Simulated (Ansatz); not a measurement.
```
B F
1.0
     2.96326    0.00000    0.00000
    -1.48163    2.56626    0.00000
     0.00000    0.00000    4.38487
B F
2 1
Direct
  0.33333 0.66667 0.76549
  0.00000 0.00000 0.67238
  0.00000 0.00000 0.34792
```

Space group P3m1; a structure generated by program, which may or may not match a known phase; computed without spin polarisation.

All numbers below come from DFT PBE, scalar-relativistic, plane waves, PAW in Ansatz 0.2.0.

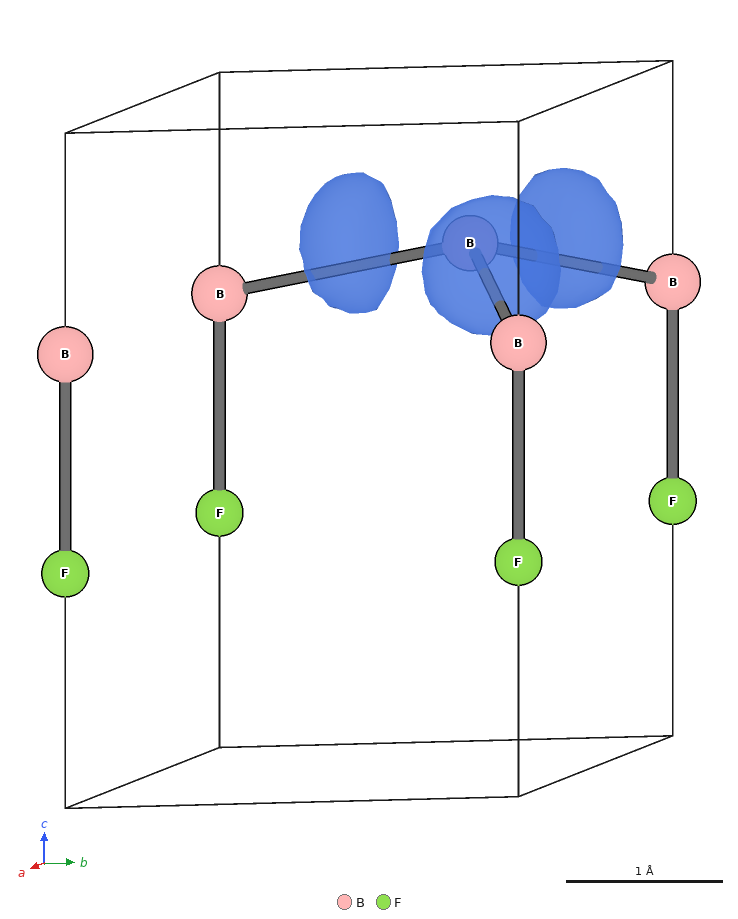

B$_{2}$F. Isosurface of the electron localisation function at 0.9 (blue), seen slightly off an axis. Core shells and regions of very low density are left out. Sticks mark near contacts.

Core electrons are frozen (PAW), and the valence fields are smoothed inside the atomic spheres.

Question: Describe the localisation domains.

Answer: The surface consists of three regions between bonded B–B atoms, counted in one cell of 3 atoms. Any copies at cell faces, edges or corners count once.

Values along the shortest contacts:
B–F (1.42 Å): the ELF peaks at about 0.80 between the atoms. B–B (1.76 Å): the ELF peaks at about 0.95 between the atoms.
